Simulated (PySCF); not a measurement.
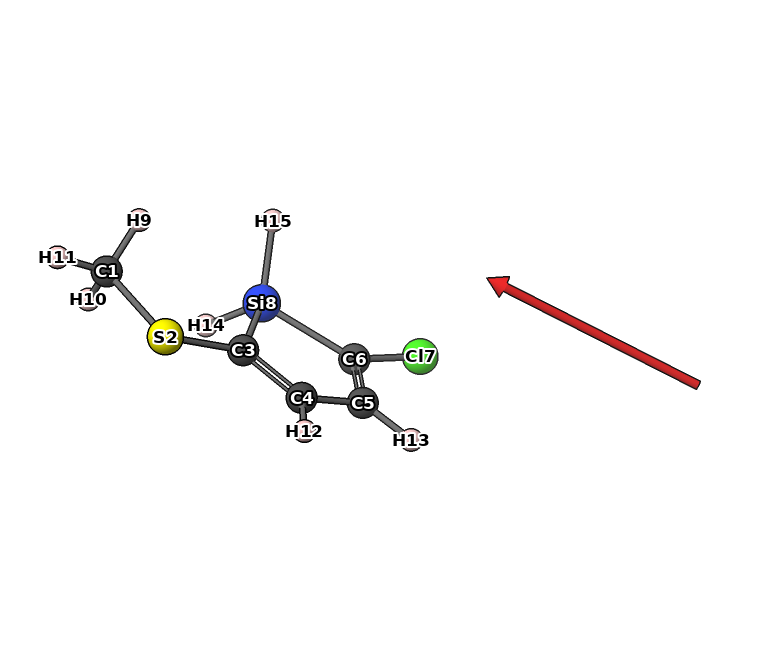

The arrow beside the molecule shows the direction of the dipole moment, from the negative to the positive end (its length means nothing). The computed structure is the end point of a GFN2-xTB optimisation. No frequency run is at hand to confirm it as a minimum. Level of theory: PBE0/pcSseg-1, gas phase (PySCF 2.14.0).

> Estimate the dipole moment.

2.13 D; it points from the side of H13 to the side of H11 (the outermost atoms at the two ends).

The geometry is semi-empirical. Around Si such bond lengths and angles can be off by a tenth of an ångström or more and by several degrees, and values that hang on the shape move with them.
